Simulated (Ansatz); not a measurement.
## Geometry relaxation, with input and output: CH₆In (charge −1)

- system: CH₆In, charge −1
- method: UKS SPW92/def2-mTZVP (Ansatz 0.2.0)

The run did not end well. The geometry comes from this level: PBE-D4/def2-TZVPD.

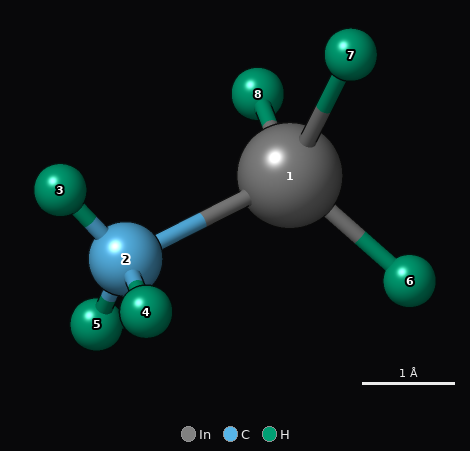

Fig. 1: The structure as given in the input (ball-and-stick view, seen at a tilt; atoms are numbered from 1 in the order of the input). Sticks mark near contacts. Bond lengths as drawn: C–H 1.09 to 1.17 Å, C–In 2.19 Å and H–In 1.74 to 2.01 Å.

Outcome:

```csv
quantity,value
outcome,not converged
hardware,"4 threads of Arm Neoverse V2, 23 GiB of memory available, shared host"
wall time,0.85 s (CPU time 2.9 s)
peak memory,0.32 GiB
```

Diagnosis:

This input holds a deliberate fault: the optimiser is allowed too few steps. The run did not converge: “geometry relaxation did not converge after 2 steps: max|allowed force component| = 1.56e0 eV/Å (threshold 1.0e-4). Raise `relax.max_steps` over both its present limit and 2, loosen `relax.f_tol`, or start from a geometry closer to equilibrium …” Its last values are not results.

The input:
```yaml
crystal:
  periodic: [false, false, false]
  atoms:
    - {symbol: In, position_ang: [0.013743, -0.157859, -1.027256]}
    - {symbol: C, position_ang: [-0.036215, -0.068505, 1.161276]}
    - {symbol: H, position_ang: [-1.054719, 0.075293, 1.544616]}
    - {symbol: H, position_ang: [0.492209, 0.887248, 1.579261]}
    - {symbol: H, position_ang: [0.531801, -0.946370, 1.471234]}
    - {symbol: H, position_ang: [1.641986, -0.018986, -1.686958]}
    - {symbol: H, position_ang: [-0.994870, 1.450957, -1.681206]}
    - {symbol: H, position_ang: [-0.811026, -1.565003, -1.643357]}
basis:
  gaussian: {orbitals: def2-mTZVP}
total_charge: -1
magnetization: {spin_polarized: true, initial_magnetization: 0}
hamiltonian: {xc: {name: SPW92}}
relax: {f_tol: 0.0001, max_steps: 2}
output: {forces: true}
```

Command:
```bash
ansatz run in.yaml --threads 4 --pin off --events-out ev --progress --plain --max-ram 3916MiB
```

Log:
```
Functional definition: SPW92
  name "SPW92"
  cite "Dirac, Proc. Camb. Phil. Soc. 26, 376 (1930) doi:10.1017/S0305004100016108"
  cite "Slater, Phys. Rev. 81, 385 (1951) doi:10.1103/PhysRev.81.385"
  cite "Perdew & Wang, Phys. Rev. B 45, 13244 (1992) doi:10.1103/PhysRevB.45.13244"
  exchange = slater_x
  correlation = pw_c
812 factors; their error is unknown
mean field evaluation 1: about -6283.8303 eV, gradient 3.2e1 eV
mean field evaluation 2: about -6276.4374 eV, gradient 4.7e1 eV
mean field evaluation 4: about -6288.4166 eV, gradient 2.2e0 eV
mean field evaluation 8: about -6288.4118 eV, gradient 5.1e-2 eV
mean field -6288.41183756 eV, -231.0948725918 hartree, gradient 3.6e-5 eV, S^2 0.000000; 0 other end points of the search recorded, 0 dependent functions left out
the calculation of the forces begins
reference -6288.41189640 eV, -231.0948747542 hartree; 17, 17 occupied and 56, 56 virtual orbitals, 812 factors
relax step   1: F+E_penalty+E_count = -6288.41183756 eV  Δ(F+E_penalty+E_count) = +0.000e0 eV  max|allowed force component| = 2.209e0 eV/Å  Δτ_max = 0.0000 Å  (26 SCF iters, accepted)
these checks for a lower state are left out or cut short: starts, cluster_reference, orbital_swaps, neighbouring_geometries, increment
812 factors; their error is unknown
mean field evaluation 16: about -6288.3462 eV, gradient 2.6e1 eV
mean field -6288.60714092 eV, -231.1020498579 hartree, gradient 1.2e-5 eV, S^2 0.000000; 0 other end points of the search recorded, 0 dependent functions left out
the calculation of the forces begins
reference -6288.60719908 eV, -231.1020519951 hartree; 17, 17 occupied and 56, 56 virtual orbitals, 812 factors
relax step   2: F+E_penalty+E_count = -6288.60714092 eV  Δ(F+E_penalty+E_count) = -1.953e-1 eV  max|allowed force component| = 1.557e0 eV/Å  Δτ_max = 0.1999 Å  (31 SCF iters, accepted)
```

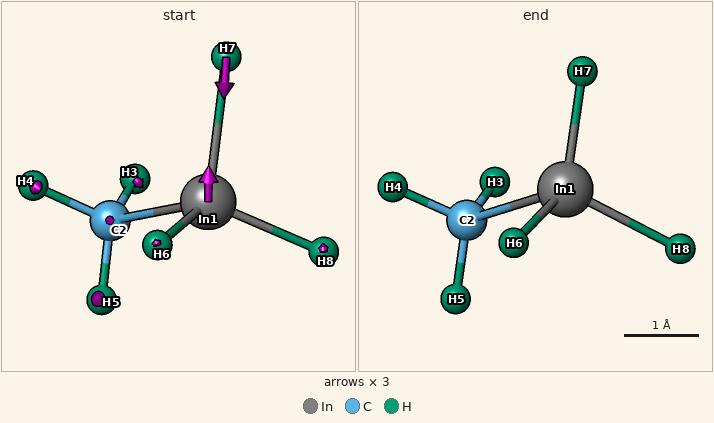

Fig. 2: Before (left) and after (right) the relaxation, at one scale (ball-and-stick view, seen at a tilt). The pink arrows give the displacements, magnified 3 times. The relaxation stopped without meeting its thresholds, so the last structure isn't shown to be converged. The largest move after the best rigid fit is that of H7, 0.20 Å. By element the largest moves are H 0.20 Å, In 0.17 Å, C 0.03 Å. Distances before and after: In1–H7 2.008 → 1.639 Å, In1–H8 1.744 → 1.796 Å, C2–H4 1.169 → 1.127 Å, In1–H6 1.762 → 1.792 Å. Among the angles that change: In1–C2–H5 103.8° → 113.3°, H3–C2–H5 119.3° → 112.2°, H3–C2–H4 100.8° → 105.9°. After 1 geometry step the energy has fallen by 18.8 kJ/mol. The largest force component goes from 2.2 to 1.6 eV/Å. (Atoms are counted from 1 in the order of the input.)

```
Error: geometry relaxation did not converge after 2 steps: max|allowed force component| = 1.56e0 eV/Å (threshold 1.0e-4). Raise `relax.max_steps` over both its present limit and 2, loosen `relax.f_tol`, or start from a geometry closer to equilibrium. Where this run's directory can be resumed (`checkpoint.write`), a resume goes on for up to `relax.max_steps` more
```

Trajectory as extended XYZ (Å, eV, eV/Å), 2 frames, from step=1 to step=2:
```
8
Properties=species:S:1:pos:R:3:forces:R:3 step=1 energy=-6288.41184
In    0.0137   -0.1579   -1.0273   -0.7152   1.4999  -0.4362
C    -0.0362   -0.0685    1.1613    0.8949   2.2092   0.1747
H    -1.0547    0.0753    1.5446   -0.1445  -0.7353   0.1053
H     0.4922    0.8872    1.5793   -0.3778  -1.4045  -0.7633
H     0.5318   -0.9464    1.4712   -0.2575  -0.2848   0.6494
H     1.6420   -0.0190   -1.6870    0.1648  -0.0301  -0.0014
H    -0.9949    1.4510   -1.6812    0.5805  -0.9477   0.3486
H    -0.8110   -1.5650   -1.6434   -0.1451  -0.3067  -0.0772
8
Properties=species:S:1:pos:R:3:forces:R:3 step=2 energy=-6288.60714
In   -0.0610   -0.0097   -1.0721    0.9421  -1.5566   0.5736
C    -0.0201   -0.0546    1.1438    0.3813   0.9314  -0.0092
H    -1.0526    0.0228    1.5206    0.0040  -0.2528   0.1427
H     0.5149    0.8647    1.5168   -0.2413  -0.5357  -0.1945
H     0.5074   -0.9314    1.5523   -0.1874  -0.0495   0.0232
H     1.6266    0.0089   -1.6756   -0.0350   0.0098   0.0134
H    -0.8967    1.2846   -1.6298   -0.8885   1.4090  -0.5592
H    -0.8355   -1.5285   -1.6384    0.0246   0.0445   0.0100
```
